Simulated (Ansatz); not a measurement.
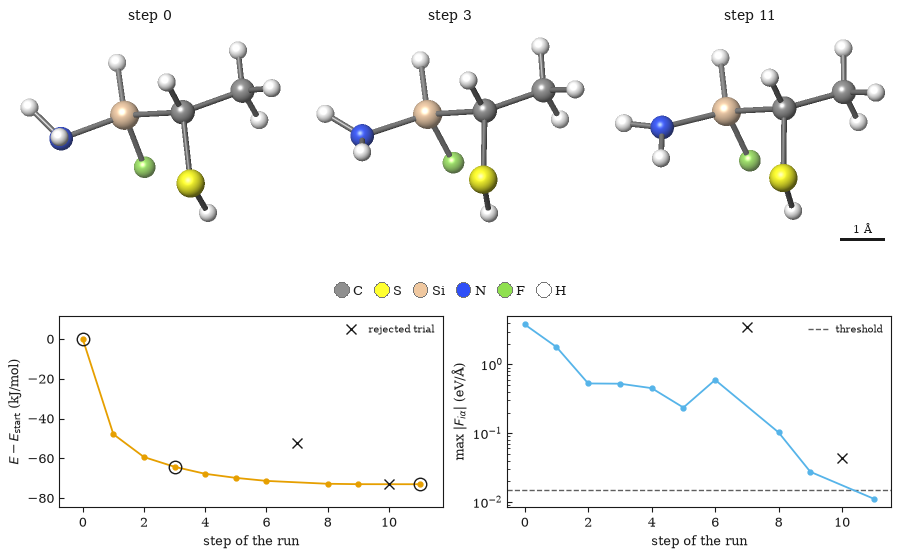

Frames of a relaxation of C$_{2}$H$_{8}$FNSSi, marked on the history of the run. Style: ball-and-stick. Shown at a tilt.

The run prepares an end point of a later path (inversion) calculation, from a guessed geometry.

Theory: RKS PBE0-D4/def2-SVP in Ansatz. Settings: no spin polarisation; force threshold 0.015 eV/Å; at most 40 steps.

**Describe the path.**

An H atom moves most after the best rigid fit: 0.51 Å. Largest moves by element: H 0.51 Å, N 0.33 Å, S 0.23 Å, F 0.20 Å, Si 0.10 Å, C 0.10 Å. Some distances before and after: C–H 1.046 → 1.101 Å, H–Si 1.434 → 1.488 Å, H–N 1.065 → 1.012 Å, N–Si 1.659 → 1.703 Å. Among the angles between lasting bonds that change: Si–N–H 108.0° → 122.6°, N–Si–F 102.6° → 114.4°, H–N–H 102.0° → 112.6°. After 9 accepted moves (11 points after the start) the energy has fallen by 73.0 kJ/mol. The largest force component goes from 3.8 to 0.011 eV/Å. The line search rejected the trial steps at points 7, 10 of the run. From step 0 to 3: an H atom moves most (0.44 Å), energy −64.2 kJ/mol. From step 3 to 11: an H atom moves most (0.27 Å), energy −8.76 kJ/mol.

```
step  E − E(0), kJ/mol  largest force component, eV/Å      note
   0              0.00                         3.8013          
   1            -47.86                         1.7883          
   2            -59.35                         0.5284          
   3            -64.25                         0.5243          
   4            -67.76                         0.4517          
   5            -69.81                         0.2361          
   6            -71.33                         0.5952          
   7            -52.41                         3.5214  rejected
   8            -72.77                         0.1027          
   9            -72.97                         0.0275          
  10            -72.97                         0.0430  rejected
  11            -73.00                         0.0112
```
